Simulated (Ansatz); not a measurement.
**Response to strain in Ir**

The reference is Ir in the fcc (Cu type) structure (space group Fm-3m, No. 225; a = 3.8713 Å; relaxed with 0.1 eV smearing).

Strains are applied to the cell and any free atomic positions relax.

Computed with Kohn–Sham DFT with the PBE functional, run in Ansatz (a program for electronic structure) with PAW and 420 eV plane waves, spin-orbit coupling left out, earlier PAW set.

Notes on the quantities. energy relative to the base: free energy F.

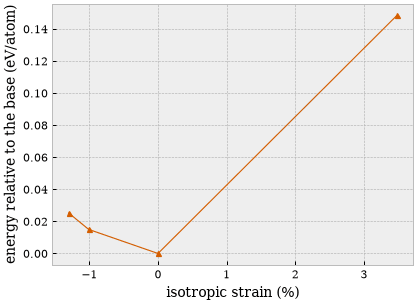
Figure. Energy relative to the base against isotropic strain

```json
[
 {"isotropic strain (%)": "-1.3", "energy relative to the base": "+25 meV/atom"},
 {"isotropic strain (%)": "-1.01", "energy relative to the base": "+15 meV/atom"},
 {"isotropic strain (%)": "3.48", "energy relative to the base": "+148 meV/atom"}
]
```

Whether these cells are dynamically stable was not tested. All final runs are without spin polarisation.
